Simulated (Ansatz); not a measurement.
## Profile along the N–Y line in YN (rock salt)

YN (rock salt)

```
CELL_PARAMETERS angstrom
      0.00000     2.45292     2.45292
      2.45292     0.00000     2.45292
      2.45292     2.45292     0.00000
ATOMIC_POSITIONS crystal
  N  0.00000 0.00000 0.00000
  Y  0.50000 0.50000 0.50000
```

Fields along a shortest N–Y line of a {100} plane (2.45 Å), from N to Y, interpolated on the slice's grid (step about 0.1 Å). Method: PBE (plane waves to 420 eV, PAW, scalar-relativistic; Ansatz, a first-principles code). k mesh 12×12×12. Near the nuclei the fields are pseudised (PAW); where an atom keeps semicore shells as valence, they peak there. YN is run without spin polarisation. YN was relaxed with its symmetry unable to fall.

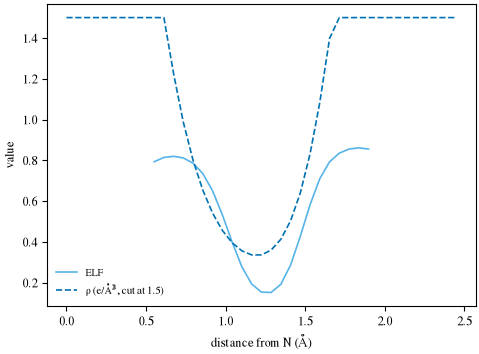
Figure. ELF (away from the nuclei) and valence density from N to Y.

Density on the N–Y line (2.45 Å) at its density minimum, 1.2 Å from N: 0.34 e/Å³. ELF at that point: 0.2.
